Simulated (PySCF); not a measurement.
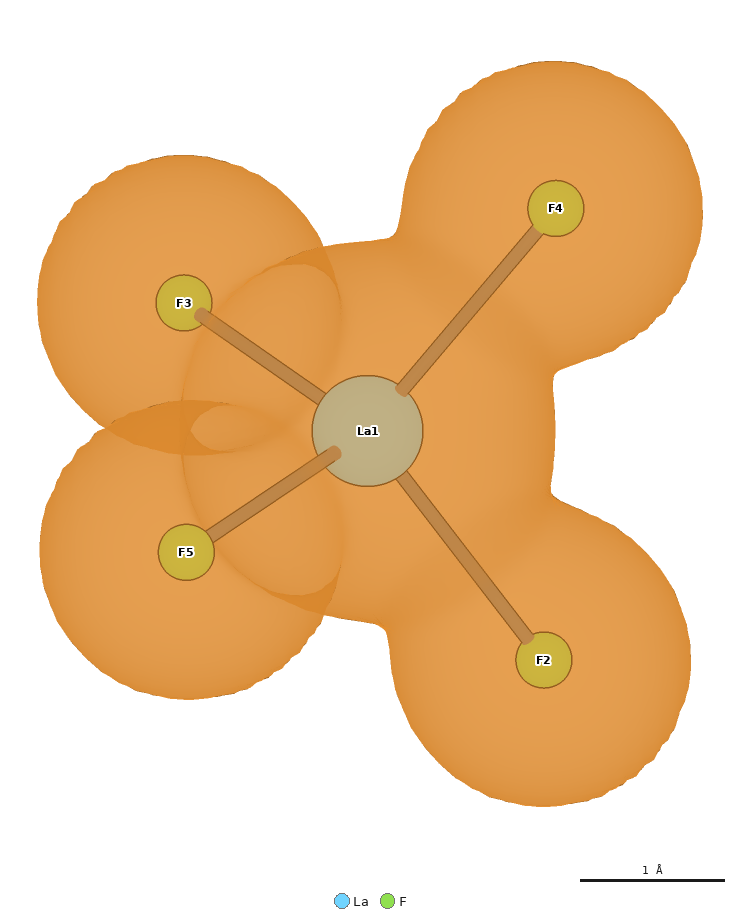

Figure. F₄La (charge −1). Isosurface of the electron density at 0.2 e/Å³ (orange), seen at an oblique angle.

Core potentials replace the inner electrons of La.

Method: RKS PBE0, La def2-SVP with ECP46, F def2-SVP; non-relativistic Hamiltonian with scalar-relativistic core potentials where named; density fitting in PySCF 2.14.0.

```yaml
atoms:
  - { symbol: La, position_ang: [0.0000, 0.0000, 0.0000] }
  - { symbol: F, position_ang: [1.2753, 1.2753, 1.2753] }
  - { symbol: F, position_ang: [-1.2753, -1.2753, 1.2753] }
  - { symbol: F, position_ang: [1.2753, -1.2753, -1.2753] }
  - { symbol: F, position_ang: [-1.2753, 1.2753, -1.2753] }
```

> Which contacts does the surface bridge?

At this value the surface is in one piece. It bridges the sampled La–F (2.21 Å) contacts, where the density stays above the isovalue. On the grid the lowest density along these lines, outside the cores, is 0.54 e/Å³ (La–F, 2.21 Å).
